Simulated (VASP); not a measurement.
Band structure of RuS (relaxed from the rock salt structure, space group Fm-3m). Method: PBEsol GGA, VASP's PBE PAW potentials (set 64) (plane waves; VASP 6.6.1).

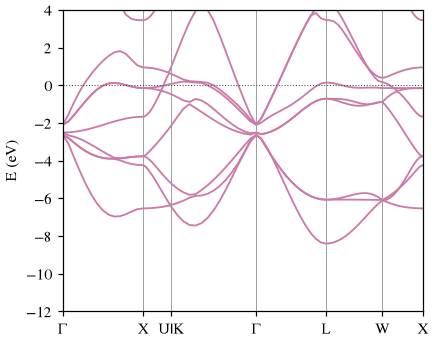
Fig. 1. Bands along high-symmetry lines, zero at the valence-band maximum or, without a gap, the Fermi level

Q: Read the plot: is there a gap, and where are the band edges?

A: It has no gap at this level: it comes out as a metal or semimetal. (Edges off the drawn lines would not show.)

The structure was generated: RuS was put into the rock salt type (Fm-3m), which need not be its known phase. It was relaxed first, which changed the volume by -29 %.
